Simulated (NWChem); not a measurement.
**One shape, several levels: C4H4Si (SMILES C#C[SiH2]C#C)**

Wanted: a comparison of 4 runs (HF/STO-3G, HF/3-21G, B3LYP/6-31G*) of C4H4Si. 

The calculation is run with NWChem 7.3.0.

**1. The structure to begin with**

C4H4Si has 9 atoms, charge 0, and is taken as a singlet. As SMILES, `C#C[SiH2]C#C`. Geometry: relaxed at PBE0-D4/def2-TZVP.

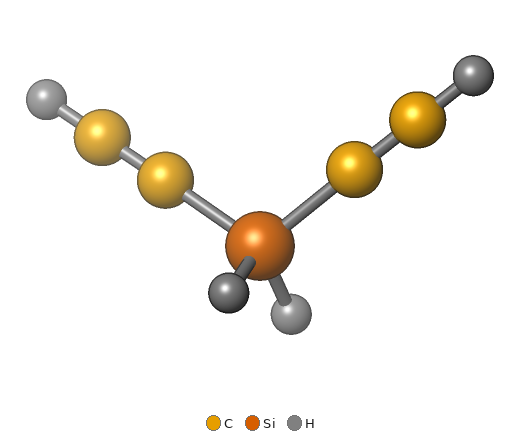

Viewed from a chosen angle; carbon amber, silicon orange, hydrogen grey.

**2. Energy and gradient at HF/STO-3G (run 1)**

Contents of work.nw:

```
start work
title "C4H4Si gradient"
memory 2200 mb
geometry units bohr noautosym nocenter noautoz
  C    3.75318506  -0.12850138   3.19930633
  C    2.35270903  -0.60131085   1.46604953
  Si   0.26361679  -1.34888651  -1.16482718
  C   -2.36763786   0.86851813  -1.22529842
  C   -4.12073679   2.32190649  -1.28822630
  H    4.98812108   0.29404138   4.73395291
  H    1.69338358  -1.15537855  -3.56364553
  H   -0.72678867  -3.94820479  -0.85056573
  H   -5.66880043   3.60994382  -1.33905993
end
basis "ao basis" spherical bse
  * library STO-3G
end
scf
  thresh 1e-08
  maxiter 80
end
task scf gradient
```

Launch:

```console
$ nwchem work.nw > work.out
```

What it wrote:

```text
[...]
  functions       =    33
[...]
  wavefunction    = RHF
[...]
         Total SCF energy =   -437.399472104871
      One-electron energy =   -927.355181697154
      Two-electron energy =    326.958140876559
 Nuclear repulsion energy =    162.997568715724
        Time for solution =      1.6s
[...]
                         RHF ENERGY GRADIENTS
    atom               coordinates                        gradient
                 x          y          z           x          y          z
   1 C       3.753185  -0.128501   3.199306    0.054978   0.018212   0.067657
   2 C       2.352709  -0.601311   1.466050   -0.052402  -0.016920  -0.064065
   3 Si      0.263617  -1.348887  -1.164827   -0.003961   0.021731   0.018774
   4 C      -2.367638   0.868518  -1.225298    0.065437  -0.053666   0.002997
   5 C      -4.120737   2.321906  -1.288226   -0.068873   0.056807  -0.002761
   6 H       4.988121   0.294041   4.733953   -0.000557  -0.000120  -0.000612
   7 H       1.693384  -1.155379  -3.563646    0.015364   0.002245  -0.025603
   8 H      -0.726789  -3.948205  -0.850566   -0.010717  -0.027739   0.003526
   9 H      -5.668800   3.609944  -1.339060    0.000730  -0.000552   0.000086
[...]
```

Run time: 2.5 s. Hardware: 1 thread of Intel Xeon Platinum 8488C (Sapphire Rapids), shared host; peak memory 0.1 GiB.

**3. Energy and gradient at HF/3-21G (run 2)**

Contents of c4h4si.nw:

```
start c4h4si
title "C4H4Si"
memory 2200 mb
geometry units bohr noautosym nocenter noautoz
   C   3.75318506 -0.12850138  3.19930633
   C   2.35270903 -0.60131085  1.46604953
   Si  0.26361679 -1.34888651 -1.16482718
   C  -2.36763786  0.86851813 -1.22529842
   C  -4.12073679  2.32190649 -1.28822630
   H   4.98812108  0.29404138  4.73395291
   H   1.69338358 -1.15537855 -3.56364553
   H  -0.72678867 -3.94820479 -0.85056573
   H  -5.66880043  3.60994382 -1.33905993
end
basis spherical bse
   * library 3-21G
end
scf
   thresh 1e-08
   maxiter 80
   noprint "final vectors analysis"
end
task scf gradient
```

Launch:

```console
$ nwchem c4h4si.nw > c4h4si.out
```

What it wrote:

```text
[...]
  functions       =    57
[...]
  wavefunction    = RHF
[...]
         Total SCF energy =   -440.242452876007
      One-electron energy =   -927.399568390858
      Two-electron energy =    324.159546799127
 Nuclear repulsion energy =    162.997568715724
        Time for solution =      2.0s
[...]
                         RHF ENERGY GRADIENTS
    atom               coordinates                        gradient
                 x          y          z           x          y          z
   1 C       3.753185  -0.128501   3.199306    0.009168   0.002374   0.010562
   2 C       2.352709  -0.601311   1.466050   -0.029172  -0.007465  -0.033649
   3 Si      0.263617  -1.348887  -1.164827   -0.002596   0.014196   0.012265
   4 C      -2.367638   0.868518  -1.225298    0.035719  -0.027732   0.003255
   5 C      -4.120737   2.321906  -1.288226   -0.011356   0.008811  -0.000999
   6 H       4.988121   0.294041   4.733953    0.007006   0.002479   0.008803
   7 H       1.693384  -1.155379  -3.563646    0.000220   0.000192  -0.000212
   8 H      -0.726789  -3.948205  -0.850566   -0.000220  -0.000222   0.000194
   9 H      -5.668800   3.609944  -1.339060   -0.008769   0.007366  -0.000218
[...]
```

Run time: 3 s. Hardware: 1 thread of Intel Xeon Platinum 8488C (Sapphire Rapids), shared host; peak memory 0.098 GiB.

Run 3 isn't shown in full; the table further down has it.

**4. Energy and forces at B3LYP/6-31G(d) (Cartesian functions) (run 4)**

Contents of mymol.xyz:

```xyz
9

C      1.986100    -0.068000     1.693000
C      1.245000    -0.318200     0.775800
Si     0.139500    -0.713800    -0.616400
C     -1.252900     0.459600    -0.648400
C     -2.180600     1.228700    -0.681700
H      2.639600     0.155600     2.505100
H      0.896100    -0.611400    -1.885800
H     -0.384600    -2.089300    -0.450100
H     -2.999800     1.910300    -0.708600
```

Contents of run.py:

```python
from ase.io import read
from ase.calculators.nwchem import NWChem

molecule = read('mymol.xyz')

calc = NWChem(
    label='mymol',
    theory='dft',
    memory='2200 mb',
    basis='6-31G*',
    dft={'xc': 'b3lyp', 'mult': '1', 'grid': 'xfine', 'convergence': 'energy 1e-08', 'iterations': '100', 'mulliken': None},
)
molecule.calc = calc

forces = molecule.get_forces()
print(f"energy = {molecule.get_potential_energy():.6f} eV")
print("forces (eV/A):")
for s, f in zip(molecule.symbols, forces):
    print(f"{s:2s} {f[0]:10.5f} {f[1]:10.5f} {f[2]:10.5f}")
print("dipole (e A):", molecule.get_dipole_moment().round(4))
```

Launch:

```console
$ export ASE_NWCHEM_COMMAND="nwchem PREFIX.nwi > PREFIX.nwo"
$ python run.py
```

What it wrote:

```text
energy = -12087.167810 eV
forces (eV/A):
C     0.50836    0.17288    0.63110
C    -0.43529   -0.19710   -0.58986
Si   -0.00283    0.01419    0.01435
C     0.55814   -0.50131   -0.02185
C    -0.62858    0.52250   -0.02149
H     0.04386    0.01738    0.05677
H     0.01589   -0.02751   -0.04602
H    -0.00118   -0.05152   -0.02293
H    -0.05842    0.05050   -0.00010
dipole (e A): [-0.0192  0.1049  0.0909]
```

The calculator wrote mymol.nwi:

```
title "mymol"

permanent_dir mymol

scratch_dir mymol

start mymol

geometry units angstrom nocenter noautosym noautoz
  C  1.9861000000000000e+00 -6.8000000000000005e-02 1.6930000000000001e+00
  C  1.2450000000000001e+00 -3.1819999999999998e-01 7.7580000000000005e-01
  Si 1.3950000000000001e-01 -7.1379999999999999e-01 -6.1639999999999995e-01
  C  -1.2528999999999999e+00 4.5960000000000001e-01 -6.4839999999999998e-01
  C  -2.1806000000000001e+00 1.2286999999999999e+00 -6.8169999999999997e-01
  H  2.6396000000000002e+00 1.5559999999999999e-01 2.5051000000000001e+00
  H  8.9610000000000001e-01 -6.1140000000000005e-01 -1.8857999999999999e+00
  H  -3.8460000000000000e-01 -2.0893000000000002e+00 -4.5010000000000000e-01
  H  -2.9998000000000000e+00 1.9103000000000001e+00 -7.0860000000000001e-01
end

memory 2200 mb

basis noprint
   * library 6-31G*
end

dft
  xc b3lyp
  mult 1
  grid xfine
  convergence energy 1e-08
  iterations 100
  mulliken
end

task dft gradient
```

mymol.nwo, shortened:

```text
[...]
         Total DFT energy =     -444.195227654410
[...]
  wavefunction    = closed shell
                         DFT ENERGY GRADIENTS
    atom               coordinates                        gradient
                 x          y          z           x          y          z
   1 C       3.753185  -0.128501   3.199306   -0.009886  -0.003362  -0.012273
   2 C       2.352709  -0.601311   1.466049    0.008465   0.003833   0.011471
   3 Si      0.263617  -1.348886  -1.164827    0.000055  -0.000276  -0.000279
[... 5 lines of this table left out ...]
   9 H      -5.668800   3.609944  -1.339060    0.001136  -0.000982   0.000002
[...]
```

Wall time 38 s (1 thread of Intel Xeon Platinum 8488C (Sapphire Rapids), shared host); peak memory 0.15 GiB.

**5. Overview of the runs**

```tsv
run	level	iteration cap	module	energy (Eh)	dipole moment (D)	largest force (eV/Å)	wall time
1	HF/STO-3G	80	scf	-437.399472	0.35	4.593	2.5 s
2	HF/3-21G	80	scf	-440.242453	0.69	2.331	3 s
3	B3LYP/6-31G* (spherical functions)	100	dft	-444.189889	–	0.855	36 s
4	B3LYP/6-31G* (Cartesian functions)	100	dft	-444.195228	0.67	0.829	38 s
```

**6. Outcome**

| quantity | value |
| --- | --- |
| run 4: total energy | -444.19523 Eh |
| run 4: dipole moment | 0.67 D |
| run 4: HOMO energy | -7.67 eV |
| run 4: LUMO energy | -0.15 eV |
| run 4: HOMO–LUMO gap | 7.52 eV |
| run 4: largest force on an atom | 0.829 eV/Å |

What this shows: Over runs 1, 2, 4 the dipole moment (its size) runs from 0.35 D (HF/STO-3G) to 0.69 D (HF/3-21G). The two dipoles point in opposite directions. In run 1 the basis is minimal, so the values are rough. All runs together took 79 s, the longest 38 s.
